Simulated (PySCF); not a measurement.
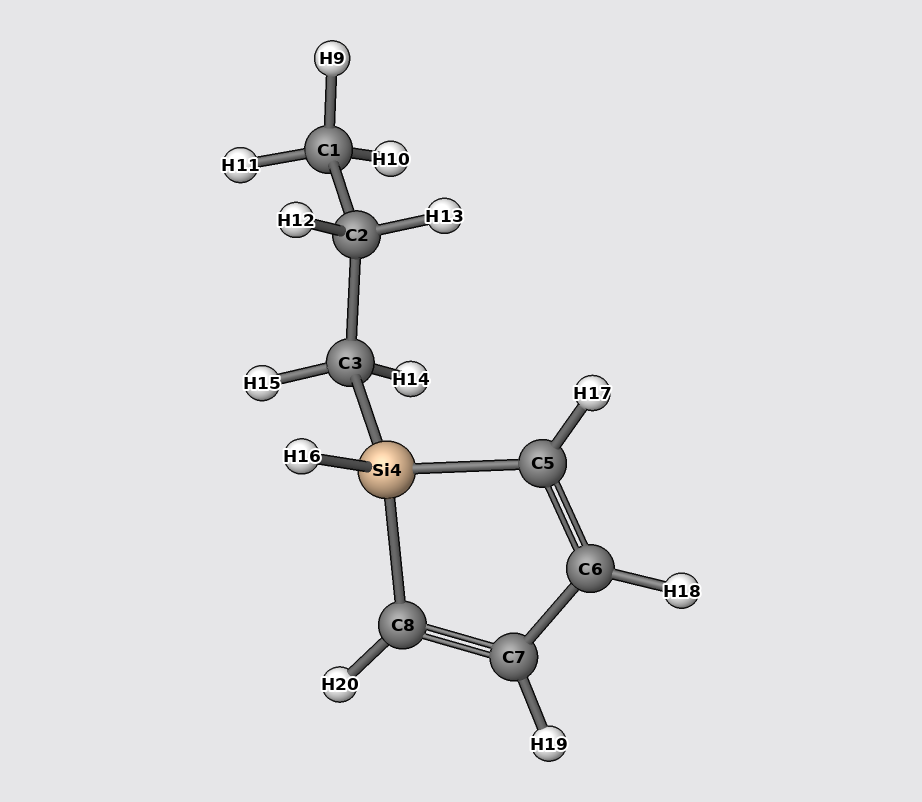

The questions are on ESP-fitted charges. The computed structure is the end point of a PBE0-D3(BJ)/def2-SVP optimisation. No frequency run is at hand to confirm it as a minimum. Level of theory: PBE0/pcSseg-1 in acetone (IEF-PCM) (PySCF 2.14.0).

Question: Which atom carries the highest charge (most positive or least negative)?

Answer: Si4 (0.60 e).

Question: And the lowest?

Answer: C5 (−0.52 e).

List the ESP-fitted charges.

| atom | value (e) |
| --- | --- |
| C1 | −0.42 |
| C2 | 0.32 |
| C3 | −0.33 |
| Si4 | 0.60 |
| C5 | −0.52 |
| C6 | −0.01 |
| C7 | −0.09 |
| C8 | −0.47 |
| H9 | 0.10 |
| H10 | 0.09 |
| H11 | 0.10 |
| H12 | −0.04 |
| H13 | −0.03 |
| H14 | 0.10 |
| H15 | 0.08 |
| H16 | −0.13 |
| H17 | 0.20 |
| H18 | 0.12 |
| H19 | 0.14 |
| H20 | 0.20 |
